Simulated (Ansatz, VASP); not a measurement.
**AlFe in two plane-wave programs**

Aim: how closely do two programs agree when they are given the same cell, functional and k mesh? The cell is invented: As first built, before any earlier steps moved the atoms: it takes the AlCo structure with some of its atoms replaced by other elements, volume scaled by an estimate. It may not be a known or stable phase. The cell comes out of the VASP series on this material, whose earlier steps may have relaxed, scaled or displaced it; both programs get it as it stands.

Main program and level: Ansatz 0.2.0; plane waves, with VASP 6.6.1 beside it; band structure at LDA and single point at LDA.

### Step 1. The starting structure

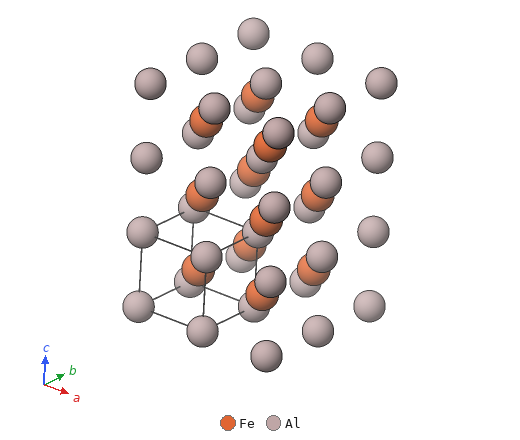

The starting structure, seen from a free direction (iron orange, aluminium light grey). 2×2×3 cells are drawn. Some periodic images of atoms are drawn too.

Coordinates:

```cif
data_structure
_symmetry_space_group_name_H-M 'Pm-3m'
_symmetry_Int_Tables_number 221
_cell_length_a 2.8178
_cell_length_b 2.8178
_cell_length_c 2.8178
_cell_angle_alpha 90.000
_cell_angle_beta 90.000
_cell_angle_gamma 90.000
_cell_volume 22.37
loop_
_atom_site_label
_atom_site_type_symbol
_atom_site_symmetry_multiplicity
_atom_site_Wyckoff_symbol
_atom_site_fract_x
_atom_site_fract_y
_atom_site_fract_z
_atom_site_occupancy
Fe1 Fe 1 b 0.50000 0.50000 0.50000 1
Al1 Al 1 a 0.00000 0.00000 0.00000 1
```

### Step 2. Ansatz: band structure, LDA

Ansatz runs on its default PAW (the set named soft_2) files.

Levels along a path test the potential and the projectors away from the mesh points.

Contents of input.yaml:

```yaml
crystal:
  lattice:
    - [2.8177827589, 0.0, 0.0]
    - [0.0, 2.8177827589, 0.0]
    - [0.0, 0.0, 2.8177827589]
  atoms:
    - { symbol: Fe, position: [0.5, 0.5, 0.5], spin: 0.74 }
    - { symbol: Al, position: [0.0, 0.0, 0.0], spin: -0.018 }
hamiltonian:
  xc: lda
  pseudopotentials: { kind: paw }
magnetization:
  spin_polarized: true
kpoints:
  mp_grid: { grid: [8, 8, 8] }
  band_path:
    path:
      - [0.0, 0.0, 0.0]
      - [0.0, 0.1, 0.0]
      - [0.0, 0.2, 0.0]
      - [0.0, 0.3, 0.0]
      - [0.0, 0.43333, 0.0]
      - [0.0, 0.5, 0.0]
      - [0.1, 0.5, 0.0]
      - [0.2, 0.5, 0.0]
      - [0.33333, 0.5, 0.0]
      - [0.43333, 0.5, 0.0]
      - [0.5, 0.5, 0.0]
      - [0.36667, 0.36667, 0.0]
      - [0.26667, 0.26667, 0.0]
      - [0.16667, 0.16667, 0.0]
      - [0.06667, 0.06667, 0.0]
      - [0.03333, 0.03333, 0.03333]
      - [0.13333, 0.13333, 0.13333]
      - [0.23333, 0.23333, 0.23333]
      - [0.33333, 0.33333, 0.33333]
      - [0.46667, 0.46667, 0.46667]
      - [0.46667, 0.5, 0.46667]
      - [0.36667, 0.5, 0.36667]
      - [0.23333, 0.5, 0.23333]
      - [0.13333, 0.5, 0.13333]
      - [0.03333, 0.5, 0.03333]
      - [0.5, 0.5, 0.03333]
      - [0.5, 0.5, 0.16667]
      - [0.5, 0.5, 0.26667]
      - [0.5, 0.5, 0.36667]
      - [0.5, 0.5, 0.5]
    npoints: 1
scf:
  occupations: { method: methfessel_paxton, width: 0.2 }
  n_extra_bands: 9
output:
  forces: true
  stress: true
  eigenvalues: true
  write_density: true
  write_potential: true
  elf: true
  volumetric_format: npy
```

Launch:

```sh
$ ansatz run input.yaml --threads 2 --pin off --max-ram 4608MiB --backend cpu --events-out ev --progress --plain --runs-dir out
```

Numbers of over 12 decimals in the logs are rounded to 6 here.

The log of the run:

```text
scf.n_extra_bands = 9 over 10 filled bands (N_el = 19.0): the run solves 19 bands
Engine: ansatz 0.2.0, x86_64-unknown-linux-gnu
Pseudopotentials: kind: paw
Pseudopotential: Fe, paw, valence charge 16, recommended cutoff 420 eV (normal), Fe.paw.azcp
Pseudopotential: Al, paw, valence charge 3, recommended cutoff 420 eV (normal), Al.paw.azcp
Functional definition: SPW92
  exchange = slater_x
  correlation = pw_c
Crystal: 2 atoms, lattice volume = 22.373 Å³
Basis set: ecut = 420 eV, 461 PW (Γ)
Bands: 19, of which v1, the nominal top of the filled ones, is band 10 counted from 1 (9 counted from 0)
Symmetry: 48 space group operations
Space group: Pm-3m (ITA 221), of the structure as read, at distance tolerance 2.8e-5 Å
Magnetic group: BNS 221.92 (UNI 1594), of the structure as read, at distance tolerance 2.8e-5 Å
k-points: 35 of 512
Non-local potential: Fe, projectors of the file, l = 0: 3, l = 1: 2, l = 2: 3, l = 3: 1
Non-local potential: Al, projectors of the file, l = 0: 2, l = 1: 2, l = 2: 1
PAW form: soft (Blöchl's): semilocal exchange-correlation on the pseudo side does not see the compensation charge
PAW frozen core: Fe, regenerated for the run's functional, and the local potential with it (the file was generated under x = pbe(κ = 0.804, μ = 0.219515), c = pbe(β = 0.066725))
PAW frozen core: Al, regenerated for the run's functional, and the local potential with it (the file was generated under x = pbe(κ = 0.804, μ = 0.219515), c = pbe(β = 0.066725))
PAW one-centre angular grid: Fe, 590 points (default); XC on 64 Gauss nodes
PAW one-centre angular grid: Al, 110 points (default); XC on 64 Gauss nodes
Initial density: superposition of atomic densities (chi_scale 0.1, normalization cell)
Starting moments: Σ|m| = 0.758 μB on 2 of 2 sites
Initial wavefunctions: pseudopotential atomic-orbital guess
Functional: x = slater, c = lda
SCF iter   1: F=—  HF=-4931.265124 eV  |F-HF|=—  |Δ(HF+E_count)|=         —  Δρ=8.52e-2 (↑8.52e-2 ↓4.48e-2)  dr2=2.20e0  dr2_m=1.06e-1  M=0.419 μB ∫|m|=0.451 μB  β_m=0.30  ethr=3.10e-3  ⟨swp⟩=4.3  Hψ=5737  notcnv=0  defer=16
Mixer restart at iter 1: flushing history
preconditioner: auto → none  [metal: Δε(μ)=0.017 eV  Ē_g=13.872 eV  σ=0.200 eV  W_gap=0.05  n_scr=6 (ndim 8)  ℏωp=26.0 eV  f_vac=0.000  D(μ)=2.27/eV (n_scr^D=26)  sad-step TF]
SCF iter   2: F=—  HF=-4931.413787 eV  |F-HF|=—  |Δ(HF+E_count)|=   1.49e-1  Δρ=2.49e-2 (↑2.49e-2 ↓2.14e-2)  dr2=1.97e-1  dr2_m=5.13e-2  M=0.730 μB ∫|m|=0.797 μB  β_m=0.31  ethr=3.10e-3  ⟨swp⟩=2.8  Hψ=2852  notcnv=0  defer=208
SCF iter   3: F=—  HF=-4932.333017 eV  |F-HF|=—  |Δ(HF+E_count)|=   9.19e-1  Δρ=1.92e-2 (↑1.92e-2 ↓1.08e-2)  dr2=1.08e-1  dr2_m=2.35e-2  M=0.731 μB ∫|m|=0.797 μB  β_m=0.63  ethr=1.04e-3  ⟨swp⟩=2.0  Hψ=1798  notcnv=0  defer=208
SCF iter   4: F=—  HF=-4933.589752 eV  |F-HF|=—  |Δ(HF+E_count)|=    1.26e0  Δρ=7.42e-3 (↑7.42e-3 ↓3.03e-3)  dr2=2.25e-2  dr2_m=1.43e-3  M=0.719 μB ∫|m|=0.780 μB  β_m=0.81  ethr=5.70e-4  ⟨swp⟩=2.1  Hψ=2346  notcnv=0  defer=215
SCF iter   5: F=—  HF=-4933.681292 eV  |F-HF|=—  |Δ(HF+E_count)|=   9.15e-2  Δρ=4.67e-3 (↑4.67e-3 ↓3.40e-3)  dr2=1.18e-2  dr2_m=8.93e-5  M=0.707 μB ∫|m|=0.767 μB  β_m=0.74  ethr=1.19e-4  ⟨swp⟩=1.5  Hψ=1727  notcnv=0  defer=218
SCF iter   6: F=—  HF=-4933.682236 eV  |F-HF|=—  |Δ(HF+E_count)|=   9.44e-4  Δρ=9.00e-4 (↑3.94e-4 ↓9.00e-4)  dr2=4.46e-5  dr2_m=7.98e-5  M=0.703 μB ∫|m|=0.762 μB  β_m=0.83  ethr=6.19e-5  ⟨swp⟩=2.0  Hψ=1675  notcnv=0  defer=220
SCF iter   7: F=—  HF=-4933.682250 eV  |F-HF|=—  |Δ(HF+E_count)|=   1.37e-5  Δρ=4.01e-4 (↑2.30e-4 ↓4.01e-4)  dr2=4.14e-6  dr2_m=1.91e-5  M=0.703 μB ∫|m|=0.762 μB  β_m=0.91  ethr=2.35e-7  ⟨swp⟩=2.3  Hψ=1907  notcnv=0  defer=220
SCF iter   8: F=—  HF=-4933.659029 eV  |F-HF|=—  |Δ(HF+E_count)|=         —  Δρ=2.35e-3 (↑2.33e-3 ↓2.35e-3)  dr2=5.84e-6  dr2_m=1.12e-3  M=0.734 μB ∫|m|=0.790 μB  β_m=0.91  ethr=2.18e-8  ⟨swp⟩=2.1  Hψ=1665  notcnv=0  defer=220
Mixer restart at iter 8: flushing history
iteration 8: the input's own smearing fills from here on; a Gaussian of 0.2 eV has filled iterations ahead of it
SCF iter   9: F=—  HF=-4933.659253 eV  |F-HF|=—  |Δ(HF+E_count)|=   2.24e-4  S|Δr|=    0.00e0  Δρ=9.53e-4 (↑9.53e-4 ↓9.36e-4)  dr2=7.35e-8  dr2_m=1.83e-4  M=0.740 μB ∫|m|=0.799 μB  β_m=0.96  ethr=5.26e-10  ⟨swp⟩=10.5  Hψ=8805  notcnv=0
SCF iter  10: F=—  HF=-4933.659297 eV  |F-HF|=—  |Δ(HF+E_count)|=   4.33e-5  S|Δr|=    0.00e0  Δρ=1.51e-4 (↑7.73e-5 ↓1.51e-4)  dr2=9.01e-6  dr2_m=4.01e-7  M=0.743 μB ∫|m|=0.805 μB  β_m=0.95  ethr=3.87e-10  ⟨swp⟩=9.8  Hψ=8283  notcnv=0
SCF iter  11: F=—  HF=-4933.659315 eV  |F-HF|=—  |Δ(HF+E_count)|=   1.82e-5  S|Δr|=    0.00e0  Δρ=4.45e-4 (↑4.24e-4 ↓4.45e-4)  dr2=1.37e-4  dr2_m=2.32e-7  M=0.743 μB ∫|m|=0.804 μB  β_m=0.57  ethr=3.87e-10  ⟨swp⟩=3.0  Hψ=2460  notcnv=0  recentre
SCF iter  12: F=—  HF=-4933.659296 eV  |F-HF|=—  |Δ(HF+E_count)|=   1.91e-5  S|Δr|=    0.00e0  Δρ=1.44e-5 (↑1.44e-5 ↓1.26e-5)  dr2=1.04e-8  dr2_m=3.16e-8  M=0.743 μB ∫|m|=0.805 μB  β_m=0.78  ethr=3.87e-10  ⟨swp⟩=6.0  Hψ=8227  notcnv=0
SCF iter  13: F=-4933.659296 eV  HF=-4933.659296 eV  |F-HF|=1.54e-10  |Δ(HF+E_count)|=   4.26e-8  S|Δr|=    0.00e0  Δρ=2.38e-6 (↑2.38e-6 ↓1.71e-6)  dr2=1.68e-10  dr2_m=8.24e-10  M=0.743 μB ∫|m|=0.805 μB  ethr=5.49e-11  ⟨swp⟩=6.0  Hψ=4653  notcnv=0
SCF 1 converged in 13 iterations: F = -4933.659296 eV  dr2 = 1.68e-10
  greatest PAW one-centre occupation: 1.002 electrons in one spin orbital (limit 2), on the Fe atom at site 0 (counted from 0), in its partial waves of l = 1
this state was not tested for a lower state beside it, because cold or Methfessel-Paxton smearing, or corrected tetrahedra, fill the levels in a way that the test cannot read (fill_not_monotonic; see scf.lower_state_search)
NSCF: frozen V_eff on 30 k-points
SCF converged after 13 iterations
Magnetization: 0.7433 μB (9.8717 up, 9.1283 down)
Absolute magnetization: 0.8052 μB (∫|ρ↑−ρ↓|, with the PAW one-centre terms)
Spin contamination: 0.0057 ħ² per cell (⟨S²⟩ above its minimum at these occupations)
Per-site moments (μB) at R_I (Å): [(0.743677, 1.006612), (-0.017878, 1.006612)]
Free energy (F): -4933.659296 eV
Harris-Foulkes:  -4933.659296 eV  (|F-HF|=1.54e-10)
Internal energy: -4933.659777 eV  (E = F + TS)
E sigma→0 (E₀):  -4933.659416 eV
Entropy (-TS):   0.000481 eV (0.240 meV/atom)
Fermi energy:    14.724067 eV
--- Per-component energies (eV) ---
  E_band       = -231.995753
  E_kinetic    = 385.700931
  E_local      = -2687.401162  (includes V_loc(G=0)·N_el)
  E_nonlocal   = 231.154290
  E_hartree    = 1163.584758
  E_xc         = -160.068988
  E_vxc        = -185.499934  (∫ρ·V_xc dr)
  E_paw        = -1749.211674  (= ΣΔE_a)
  E_vpaw       = -303.121208  (= ΣTr[D̂ρ^β])
  E_aug_tail   = 0.000934  (compensation charges beyond the density's cutoff)
  E_ewald      = -2117.876117
  E_core_change = 0.457252  (= ΣΔE_core)
  E_smearing   = 0.000481  (= −TS)
  E_closure    = 0.000000  (closes the sum)
  Σ components = -4933.659296   (vs F -4933.659296, Δ=0.00e0)
--- Forces (eV/Å), atoms counted from 1 ---
  atom   1  Fe     0.00000000    -0.00000000     0.00000000
  atom   2  Al    -0.00000000    -0.00000000    -0.00000000
  max |Σ_I F_I| component: 6.42e-29 eV/Å
--- Stress (GPa, compression-positive) ---
       -0.102742       0.000000       0.000000
       -0.000000      -0.102742       0.000000
       -0.000000       0.000000      -0.102742
  P = ⅓ Tr σ = -0.1027 GPa (-1.027 kbar)
--- Band table (eV; the first three rows and the last of 70) ---
  k-point 0 ↑: bands = [... 6 lower, 11.9496, 14.4522, 14.4522, 14.4522, 21.3866, 21.3866, 21.3866, 24.3707, ... 5 higher]
  k-point 1 ↑: bands = [... 6 lower, 12.0405, 14.2696, 14.2696, 14.4723, 19.4159, 21.8199, 21.8199, 24.2679, ... 5 higher]
  k-point 2 ↑: bands = [... 6 lower, 12.2709, 13.8785, 13.8785, 14.5212, 17.0822, 22.9702, 22.9702, 23.9890, ... 5 higher]
  k-point 34 ↓: bands = [... 6 lower, 11.3127, 15.8854, 15.8854, 17.8897, 17.8897, 17.8897, 19.4274, 21.5670, ... 5 higher]
```

Run time: 1.3 s. Hardware: 2 threads of Intel Xeon 6975P-C (Granite Rapids), shared host; peak memory 0.36 GiB; 2.4 s of CPU time.

Reading the cycles: dr2 is the Hartree energy of the density residual (eV), the measure of convergence; HF is the Harris–Foulkes estimate of the energy, which meets the free energy F at convergence.

(Continued in part 2 of 2.)

[Lines on the potential files, build, host, timing and source positions are cut from VASP's logs without a mark.]

[Logs are printed without paths, hosts, clocks, repeated set-up lines and the standing remarks that a program may print on its own settings, such as how far it seeks lower states.]

[Hosts, paths, dates, database ids (printed as entryN), source tags and the programs' standing remarks are cut or masked in the printed files.]
